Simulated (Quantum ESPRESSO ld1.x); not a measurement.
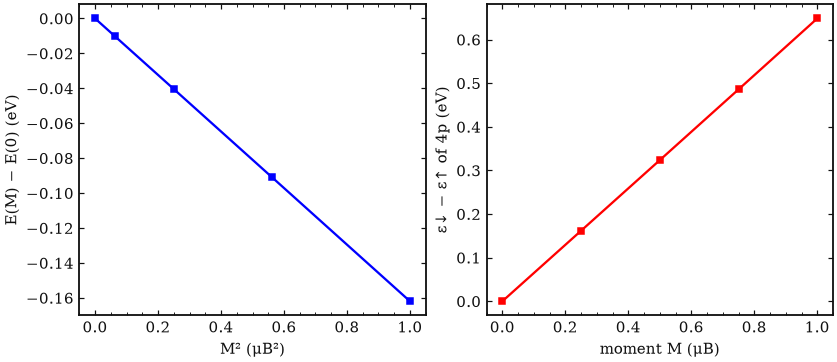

For Br in [Ar] 3d10 4s2 4p5, the spin moment of the 4p shell is fixed at a series of values. Computed with Quantum ESPRESSO ld1.x 7.5: non-relativistic Kohn-Sham, LDA (Slater exchange, VWN5 correlation), spin-polarised, spherical densities, point nucleus. The plot shows the energy and the exchange splitting.

### What is the spin-polarisation energy, and which exchange integral follows?

The energy falls with the moment, to −0.162 eV at M = 1 μB, the largest moment run; with one electron or hole in the shell the exact energy would hardly depend on M, so most of the fall is the functional's fractional-spin error. A fit E = −I M²/4 gives an exchange integral I of about 0.65 eV, and the exchange splitting grows nearly in proportion to M, to 0.649 eV (0.65 eV per μB).
